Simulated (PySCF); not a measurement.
# M06-2X/aug-cc-pVDZ run of GaHClF (SMILES [F][GaH][Cl])

What is the vertical singlet–triplet gap of GaHClF at M06-2X/aug-cc-pVDZ? 

Program for the calculation: PySCF 2.14.0.

### 1 The molecule

The species is GaHClF (4 atoms), meant as a singlet with charge 0. SMILES: `[F][GaH][Cl]`. Geometry: relaxed at PBE0-D4/def2-TZVP.

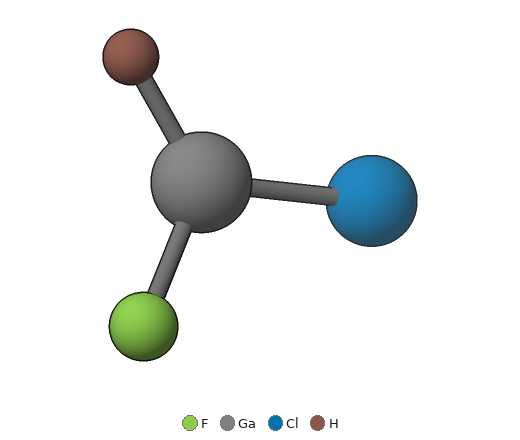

Viewed from a chosen angle; fluorine green, gallium grey, chlorine blue, hydrogen brown.

### 2 A single-point energy at M06-2X/aug-cc-pVDZ

start.xyz

```xyz
4

F     -1.686800     0.040400     0.266300
Ga     0.024200     0.133600    -0.059000
Cl     1.066200    -1.658900     0.391700
H      0.652000     1.424600    -0.619400
```

calc.py

```python
from pyscf import gto, dft

mol = gto.Mole()
mol.atom = 'start.xyz'
mol.basis = 'aug-cc-pvdz'
mol.max_memory = 1860
mol.verbose = 3
mol.spin = 0
mol.build()

mf = dft.RKS(mol, xc='m06-2x')
mf.conv_tol = 1e-10
mf.grids.level = 4
mf.kernel()
if not mf.converged:
    mf = mf.newton().run(mf.mo_coeff, mf.mo_occ)

e_final = mf.e_tot
print('E = %.10f Eh' % e_final)
```

Run with:

```
$ OMP_NUM_THREADS=1 python calc.py
```

The log of the run:

```text
converged SCF energy = -2485.52891345673
E = -2485.5289134567 Eh
```

It took 20 s on 1 thread of Arm Neoverse V1, shared host; peak memory 0.52 GiB.

### 3 The triplet

calc.py

```python
from pyscf import gto, dft

mol = gto.M(
    atom=[
    ('F', (-1.686800, 0.040400, 0.266300)),
    ('Ga', (0.024200, 0.133600, -0.059000)),
    ('Cl', (1.066200, -1.658900, 0.391700)),
    ('H', (0.652000, 1.424600, -0.619400)),
],
    charge=0,
    verbose=4,
    spin=2,
    basis='aug-cc-pvdz',
    max_memory=1860,
)

mf = dft.UKS(mol)
mf.xc = 'm06-2x'
mf.conv_tol = 1e-10
mf.grids.level = 4
mf.kernel()
if not mf.converged:
    mf = mf.newton().run(mf.mo_coeff, mf.mo_occ)

energy = mf.e_tot
print('E = %.10f Eh' % energy)
```

Run with:

```
$ OMP_NUM_THREADS=1 python calc.py
```

The log of the run:

```text
PySCF version 2.14.0

[INPUT] num. atoms = 4
[INPUT] num. electrons = 58
[INPUT] charge = 0
[INPUT] spin (= nelec alpha-beta = 2S) = 2
[INPUT] symmetry False subgroup None
[INPUT] Mole.unit = angstrom
[INPUT] Symbol           X                Y                Z      unit          X                Y                Z       unit  Magmom
[INPUT]  1 F     -1.686800000000   0.040400000000   0.266300000000 AA   -3.187590026916   0.076344935432   0.503234066972 Bohr   0.0
[INPUT]  2 Ga     0.024200000000   0.133600000000  -0.059000000000 AA    0.045731372214   0.252467410242  -0.111493841349 Bohr   0.0
[INPUT]  3 Cl     1.066200000000  -1.658900000000   0.391700000000 AA    2.014825994011  -3.134866668041   0.740205722992 Bohr   0.0
[INPUT]  4 H      0.652000000000   1.424600000000  -0.619400000000 AA    1.232101433216   2.692103837055  -1.170496361556 Bohr   0.0

nuclear repulsion = 256.152621632404
number of shells = 30
number of NR pGTOs = 182
number of NR cGTOs = 95
basis = aug-cc-pvdz
ecp = {}

******** <class 'pyscf.dft.uks.UKS'> ********
method = UKS
initial guess = minao
damping factor = 0
level_shift factor = 0
DIIS = <class 'pyscf.scf.diis.CDIIS'>
diis_start_cycle = 1
diis_space = 8
diis_damp = 0
SCF conv_tol = 1e-10
SCF conv_tol_grad = None
SCF max_cycles = 50
direct_scf = True
direct_scf_tol = 1e-13
number electrons alpha = 30  beta = 28
XC library pyscf.dft.libxc version 7.0.0
    S. Lehtola, C. Steigemann, M. J.T. Oliveira, and M. A.L. Marques.,  SoftwareX 7, 1–5 (2018)
XC functionals = m06-2x
    Y. Zhao and D. G. Truhlar.,  Theor. Chem. Acc. 120, 215 (2008)
    Y. Zhao and D. G. Truhlar.,  Theor. Chem. Acc. 120, 215 (2008)
radial grids:
    Treutler-Ahlrichs [JCP 102, 346 (1995); DOI:10.1063/1.469408] (M4) radial grids

becke partition: Becke, JCP 88, 2547 (1988); DOI:10.1063/1.454033
pruning grids: <function nwchem_prune>
grids dens level: 4
symmetrized grids: False
atomic radii adjust function: <function treutler_atomic_radii_adjust>
small_rho_cutoff = 0
Set gradient conv threshold to 1e-05
tot grids = 103616
init E= -2485.02357777724
[... the frontier-level lines of each cycle are left out ...]


cycle= 1 E= -2485.15038285471  delta_E= -0.127  |g|= 0.446  |ddm|= 3.51


cycle= 2 E= -2484.78752353647  delta_E= 0.363  |g|= 1.07  |ddm|= 1.95


cycle= 3 E= -2485.24894923403  delta_E= -0.461  |g|= 0.172  |ddm|= 0.915


cycle= 4 E= -2485.26757346886  delta_E= -0.0186  |g|= 0.0519  |ddm|= 0.338


cycle= 5 E= -2485.27056571931  delta_E= -0.00299  |g|= 0.0137  |ddm|= 0.222


cycle= 6 E= -2485.27111558352  delta_E= -0.00055  |g|= 0.00784  |ddm|= 0.0901


cycle= 7 E= -2485.27147070141  delta_E= -0.000355  |g|= 0.00632  |ddm|= 0.0829


cycle= 8 E= -2485.27172493521  delta_E= -0.000254  |g|= 0.00451  |ddm|= 0.0603


cycle= 9 E= -2485.27191192292  delta_E= -0.000187  |g|= 0.00329  |ddm|= 0.062


cycle= 10 E= -2485.27199808015  delta_E= -8.62e-05  |g|= 0.00257  |ddm|= 0.0525


cycle= 11 E= -2485.27204659735  delta_E= -4.85e-05  |g|= 0.00163  |ddm|= 0.0496


cycle= 12 E= -2485.27206824583  delta_E= -2.16e-05  |g|= 0.00138  |ddm|= 0.0344


cycle= 13 E= -2485.27208118504  delta_E= -1.29e-05  |g|= 0.000777  |ddm|= 0.032


cycle= 14 E= -2485.27208272178  delta_E= -1.54e-06  |g|= 0.000832  |ddm|= 0.00335


cycle= 15 E= -2485.27207261273  delta_E= 1.01e-05  |g|= 0.000689  |ddm|= 0.0229


cycle= 16 E= -2485.27207249657  delta_E= 1.16e-07  |g|= 0.0002  |ddm|= 0.0262


cycle= 17 E= -2485.27207239214  delta_E= 1.04e-07  |g|= 8.3e-05  |ddm|= 0.00577


cycle= 18 E= -2485.2720724437  delta_E= -5.16e-08  |g|= 4.29e-05  |ddm|= 0.00196


cycle= 19 E= -2485.27207245921  delta_E= -1.55e-08  |g|= 2.57e-05  |ddm|= 0.0007


cycle= 20 E= -2485.27207246488  delta_E= -5.66e-09  |g|= 1.05e-05  |ddm|= 0.00048


cycle= 21 E= -2485.27207246588  delta_E= -1e-09  |g|= 5.24e-06  |ddm|= 0.000182


cycle= 22 E= -2485.27207246597  delta_E= -9.37e-11  |g|= 3.72e-06  |ddm|= 8.03e-05


Extra cycle  E= -2485.27207246602  delta_E= -4.37e-11  |g|= 4.02e-06  |ddm|= 1.42e-05
converged SCF energy = -2485.27207246602  <S^2> = 2.0118254  2S+1 = 3.0078733
E = -2485.2720724660 Eh
```

It took 71 s on 1 thread of Arm Neoverse V1, shared host; peak memory 0.53 GiB.

### 4 Results

Level: M06-2X/aug-cc-pVDZ.

| quantity | value |
| --- | --- |
| singlet: total energy | -2485.52891 Eh |
| singlet: dipole moment | 2.22 D |
| singlet: HOMO energy | -10.72 eV |
| singlet: LUMO energy | -1.17 eV |
| singlet: HOMO–LUMO gap | 9.55 eV |
| triplet: total energy | -2485.27207 Eh |
| triplet: dipole moment | 2.47 D |
| triplet: HOMO energy (highest over α and β) | -4.16 eV |
| triplet: ⟨S²⟩ | 2.012 |
| vertical energy of the triplet above the singlet | 6.989 eV |

What this shows: At this shape the triplet lies 6.99 eV (674 kJ/mol) above the singlet. Mulliken charges (singlet) run from -0.63 on F1 to +0.93 on Ga2; in a basis this large or diffuse they mean little. Mulliken charges (triplet) run from -0.52 on F1 to +0.30 on Ga2; in a basis this large or diffuse they mean little.
